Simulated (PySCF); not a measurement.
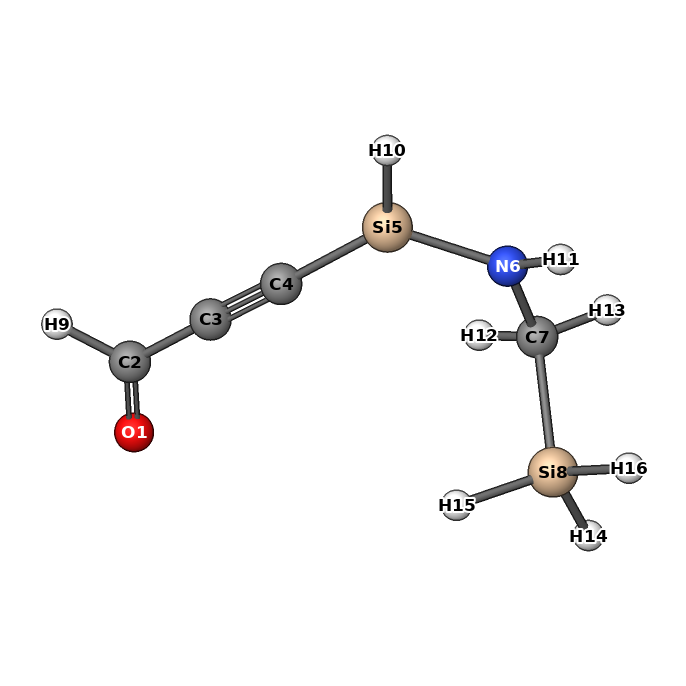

The questions are on Mulliken spin populations. Charge 0, doublet. The geometry was computed by an optimisation with GFN2-xTB. No frequency run is at hand to confirm it as a minimum. Level of theory: UKS B3LYP, pcH-1 on C H N O Si, non-relativistic (PySCF 2.14.0).

List the Mulliken spin populations.

| atom | value (e) |
| --- | --- |
| O1 | 0.19 |
| C2 | −0.01 |
| C3 | 0.27 |
| C4 | −0.05 |
| Si5 | 0.54 |
| N6 | 0.09 |
| C7 | −0.01 |
| Si8 | 0.01 |
| H9 | 0.00 |
| H10 | −0.03 |
| H11 | 0.00 |
| H12 | 0.00 |
| H13 | 0.00 |
| H14 | 0.00 |
| H15 | 0.00 |
| H16 | 0.00 |

Mulliken values depend strongly on the basis set. The geometry is semi-empirical. Around Si such bond lengths and angles can be off by a tenth of an ångström or more and by several degrees, and values that hang on the shape move with them.
